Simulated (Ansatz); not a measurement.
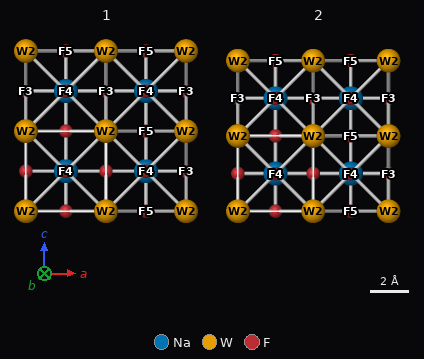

Two geometries of crystalline NaWF3 (a generated structure, set up in Pm-3m) (coarse preliminary run), drawn at one scale. One is the start of a relaxation, the other its converged end. Style: ball-and-stick. Shown: the cell of the calculation, repeated 2 × 1 × 2 with one cell outlined, along the b axis.

All numbers below come from DFT PBE, scalar-relativistic, plane waves, PAW (Ansatz). (plane-wave cutoff 420 eV; k-point mesh 4 × 4 × 4; occupations gaussian; smearing width 0.1 eV; collinear spin; cell and atoms relaxed; force threshold 0.04 eV/Å; at most 70 steps)

> Which of the two is the end point?

Structure 2 is the relaxed one. The atoms keep their places relative to the cell (all moves are under 0.005 Å). Cell: a = b = c 4.323 → 4.064 Å (−6.0 %). Volume −16.9 %. Among the contacts that change: F–W 3.057 → 2.874 Å, F–Na 2.161 → 2.032 Å. The space group stays Pm-3m (No. 221). After 4 accepted moves (6 points after the start) the energy has fallen by 0.431 eV per cell of the calculation. All forces vanish by symmetry, so only the cell relaxes. The pressure goes from −8.40 to −0.04 GPa. The SCF was repeated twice at an unchanged geometry on a basis and grid sized afresh for the cell, which shifted the energy by 15.4 meV per cell of the calculation at most. Cost: 18 s on 1 thread of Arm Neoverse V2, on a shared host, peak memory 0.34 GiB.
